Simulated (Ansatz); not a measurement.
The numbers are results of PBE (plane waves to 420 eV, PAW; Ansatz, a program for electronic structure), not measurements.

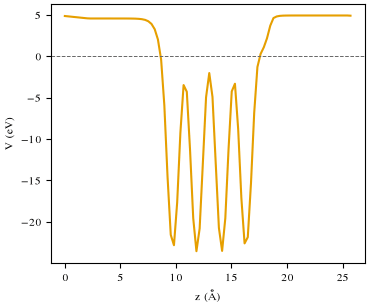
*Planar average of the electrostatic potential across the slab, in eV from the Fermi level, for F on the 1x1 (110) surface of bcc Mo, one in a 2x2 cell, started at the site 'bridge Mo-Mo (span 2.7 Å)'*

Model: 17-atom slab, 6.5 Å thick at the start under the adsorbate (thin: gaps and levels are the slab's own), 6x6x1 mesh, Fermi-Dirac 0.1 eV, dipole correction, 8 atoms held, the rest relaxed; symmetry of the start imposed; no spin, no spin-orbit, no U, no dispersion correction. At the end it is bonded to 2 Mo. In PBE it is, or lies within 0.03 eV of, the lowest of the starts that converged.

The vacuum level lies 4.91 eV above the Fermi level over the top face and 4.55 eV above it under the bottom face.
